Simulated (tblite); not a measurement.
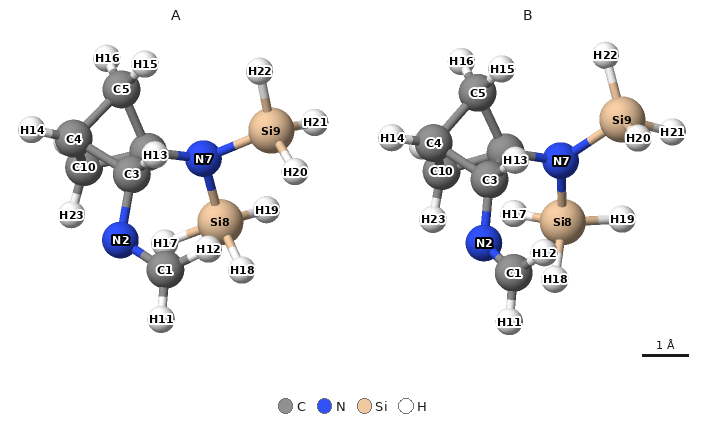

Two geometries of C₆H₁₄N₂Si₂, drawn at one scale. One is the start of a relaxation, the other its converged end. A ball-and-stick model, seen at a tilt.

Computed with tblite, GFN2-xTB geometry optimisation, gas phase. 

### Which geometry has the lower energy?

Structure B is the relaxed one. An H atom moves most after the best rigid fit: 0.98 Å. Largest moves by element: H 0.98 Å, Si 0.30 Å, N 0.29 Å, C 0.28 Å. Some distances before and after: Si–Si 2.732 → 3.115 Å, C–N 1.479 → 1.408 Å, C–C 1.593 → 1.534 Å, C–C 1.525 → 1.568 Å. Bond angles that change, for instance: Si–N–Si 106.0° → 126.7°, C–N–Si 122.7° → 115.5°, C–N–C 113.6° → 120.3°. Groups turn about C–N by about 30°, N–Si by about 25°, N–Si by about 25°. Over 128 geometry steps the energy falls by 63.6 kJ/mol. Cost: 1.5 s on 1 thread of Arm Neoverse V1 (shared host).
